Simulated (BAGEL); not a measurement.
**CH3CuS (SMILES C[S][Cu]) at HF/6-31G(d) (density fitting with qzvpp-jkfit, spherical functions)**

Aim: the energy change on altering one bond length of CH3CuS at HF/6-31G* (density fitting with qzvpp-jkfit, spherical functions), from 2 runs. 

Program for the calculation: BAGEL 1.2.2.

9 further runs of the same task are left out: 6 that didn't finish, 3 set aside as unsound or not needed. Runs told in other sessions of the task aren't counted.

## (1) The structure to begin with

The species is CH3CuS (6 atoms), meant as a singlet with charge 0. As SMILES, `C[S][Cu]`. Geometry: relaxed at PBE0-D4/def2-TZVP.

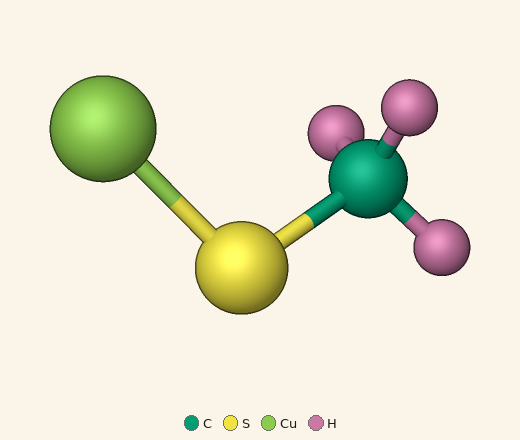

Viewed from a chosen angle; carbon teal, sulfur yellow, copper green, hydrogen pink.

## (2) The energy at HF/6-31G(d) (density fitting with qzvpp-jkfit, spherical functions)

hf.json reads:

```json
{ "bagel" : [

{
  "title" : "molecule",
  "basis" : "6-31gs.json",
  "df_basis" : "qzvpp-jkfit",
  "angstrom" : "true",
  "geometry" : [
    { "atom" : "C", "xyz" : [   -0.361000,    0.349400,   -0.319400 ] },
    { "atom" : "S", "xyz" : [    0.131700,   -1.355400,    0.081400 ] },
    { "atom" : "Cu", "xyz" : [    1.727000,   -1.126700,    1.456800 ] },
    { "atom" : "H", "xyz" : [   -1.184100,    0.271400,   -1.032500 ] },
    { "atom" : "H", "xyz" : [    0.446800,    0.908800,   -0.789900 ] },
    { "atom" : "H", "xyz" : [   -0.718300,    0.888500,    0.557300 ] }
  ]
},
{ "title" : "hf" },
{ "title" : "print", "file" : "orbitals.molden", "orbitals" : "true" }

]}
```

The basis set 6-31G* is read from a file made from the Basis Set Exchange's data (not shown).

The run is started by

```console
$ BAGEL_NUM_THREADS=1 BAGEL hf.json > hf.out
```

Standard output:

```text
* using 1 threads per process

  ===============================================================
  ===============================================================

  *** Geometry ***

  { "atom" : "C", "xyz" : [     -0.682191,      0.660270,     -0.603579 ] },
  { "atom" : "S", "xyz" : [      0.248877,     -2.561335,      0.153824 ] },
  { "atom" : "Cu", "xyz" : [      3.263557,     -2.129154,      2.752953 ] },
  { "atom" : "H", "xyz" : [     -2.237625,      0.512872,     -1.951142 ] },
  { "atom" : "H", "xyz" : [      0.844330,      1.717383,     -1.492695 ] },
  { "atom" : "H", "xyz" : [     -1.357390,      1.679022,      1.053144 ] },

  Number of auxiliary basis functions:      521

  Since a DF basis is specified, we compute 2- and 3-index integrals:
    o Being stored without compression. Storage requirement is 0.022 GB

  Number of basis functions:       72
  Number of electrons      :       54

    * METHOD: MOLECULE                             0.25

  *** RHF ***

  === Nuclear Repulsion ===
   206.5998059221

      * DIIS with orbital gradients will be used.

  === RHF iteration (6-31gs.json) ===
      0      -2075.35783371          0.03285446           0.07
      1      -2075.00165818          0.04794689           0.06
      2      -2075.73406782          0.00309101           0.07
      3      -2075.74043348          0.00097390           0.07
      4      -2075.74143710          0.00039004           0.07
      5      -2075.74179612          0.00015426           0.07
      6      -2075.74185527          0.00007284           0.06
      7      -2075.74186830          0.00004406           0.07
      8      -2075.74187510          0.00003168           0.07
      9      -2075.74187762          0.00001606           0.07
     10      -2075.74187868          0.00000700           0.06
     11      -2075.74187880          0.00000230           0.07
     12      -2075.74187881          0.00000090           0.07
     13      -2075.74187881          0.00000040           0.07
     14      -2075.74187881          0.00000019           0.06
     15      -2075.74187881          0.00000009           0.06
     16      -2075.74187881          0.00000007           0.06
     17      -2075.74187881          0.00000004           0.07
     18      -2075.74187881          0.00000003           0.07
     19      -2075.74187881          0.00000001           0.08
     20      -2075.74187881          0.00000001           0.08
    * SCF iteration converged.

    * Permanent dipole moment:
           (   -1.673723,    -0.679939,    -1.448849) a.u.

    * METHOD: HF                                   1.61

    * METHOD: PRINT                                0.01

  ===============================================================
```

It took 2 s on 1 thread of Arm Neoverse V2, shared host.

## (3) The distorted shape, same level

hf.json reads:

```json
{ "bagel": [

{
  "title": "molecule",
  "basis": "6-31gs.json",
  "df_basis": "qzvpp-jkfit",
  "angstrom": true,
  "geometry": [
    { "atom": "C", "xyz": [      -0.434916,       0.605159,      -0.379529 ] },
    { "atom": "S", "xyz": [       0.131700,      -1.355400,       0.081400 ] },
    { "atom": "Cu", "xyz": [       1.727000,      -1.126700,       1.456800 ] },
    { "atom": "H", "xyz": [      -1.258016,       0.527159,      -1.092629 ] },
    { "atom": "H", "xyz": [       0.372884,       1.164559,      -0.850029 ] },
    { "atom": "H", "xyz": [      -0.792216,       1.144259,       0.497171 ] }
  ]
},

{ "title": "hf" },

{ "title": "print", "file": "orbitals.molden", "orbitals": true }

]}
```

The basis set 6-31G* is read from a file made from the Basis Set Exchange's data (not shown).

The run is started by

```console
$ BAGEL_NUM_THREADS=1 BAGEL hf.json > hf.out
```

Standard output:

```text
* using 1 threads per process

  ===============================================================
  ===============================================================

  *** Geometry ***

  { "atom" : "C", "xyz" : [     -0.821872,      1.143585,     -0.717206 ] },
  { "atom" : "S", "xyz" : [      0.248877,     -2.561335,      0.153824 ] },
  { "atom" : "Cu", "xyz" : [      3.263557,     -2.129154,      2.752953 ] },
  { "atom" : "H", "xyz" : [     -2.377306,      0.996186,     -2.064770 ] },
  { "atom" : "H", "xyz" : [      0.704649,      2.200698,     -1.606322 ] },
  { "atom" : "H", "xyz" : [     -1.497071,      2.162336,      0.939517 ] },

  Number of auxiliary basis functions:      521

  Since a DF basis is specified, we compute 2- and 3-index integrals:
    o Being stored without compression. Storage requirement is 0.022 GB

  Number of basis functions:       72
  Number of electrons      :       54

    * METHOD: MOLECULE                             0.25

  *** RHF ***

  === Nuclear Repulsion ===
   199.3340209041

      * DIIS with orbital gradients will be used.

  === RHF iteration (6-31gs.json) ===
      0      -2075.34139016          0.03277182           0.08
      1      -2074.94799985          0.04904880           0.08
      2      -2075.71458770          0.00310943           0.07
      3      -2075.72123892          0.00098850           0.07
      4      -2075.72230765          0.00040857           0.07
      5      -2075.72268585          0.00016163           0.07
      6      -2075.72274453          0.00007730           0.07
      7      -2075.72275766          0.00004530           0.07
      8      -2075.72276423          0.00003278           0.08
      9      -2075.72276691          0.00001837           0.08
     10      -2075.72276831          0.00000831           0.07
     11      -2075.72276849          0.00000254           0.07
     12      -2075.72276850          0.00000108           0.07
     13      -2075.72276850          0.00000053           0.07
     14      -2075.72276850          0.00000025           0.08
     15      -2075.72276850          0.00000014           0.08
     16      -2075.72276850          0.00000006           0.07
     17      -2075.72276850          0.00000004           0.07
     18      -2075.72276850          0.00000002           0.07
     19      -2075.72276850          0.00000001           0.07
     20      -2075.72276850          0.00000001           0.07
    * SCF iteration converged.

    * Permanent dipole moment:
           (   -1.664095,    -0.724973,    -1.441231) a.u.

    * METHOD: HF                                   1.72

    * METHOD: PRINT                                0.01

  ===============================================================
```

Run time: 2.1 s. Hardware: 1 thread of Arm Neoverse V2, shared host.

## (4) Results

At HF/6-31G* (density fitting with qzvpp-jkfit, spherical functions):

```
                                                         quantity           value
                                        first shape: total energy  -2075.74188 Eh
                                       first shape: dipole moment          5.89 D
                                         first shape: HOMO energy        -7.97 eV
                                         first shape: LUMO energy         0.26 eV
                                       first shape: HOMO–LUMO gap         8.23 eV
                                    distorted shape: total energy  -2075.72277 Eh
                                   distorted shape: dipole moment          5.89 D
                                     distorted shape: HOMO energy        -8.12 eV
                                     distorted shape: LUMO energy         0.28 eV
                                   distorted shape: HOMO–LUMO gap         8.39 eV
energy change with the C1–S2 bond stretched from 1.819 to 2.092 Å        0.520 eV
```

What this shows: With the C1–S2 bond stretched from 1.819 to 2.092 Å the energy rises by 0.52 eV (50.2 kJ/mol). The first shape isn't relaxed at this level, so the change isn't measured from a minimum.
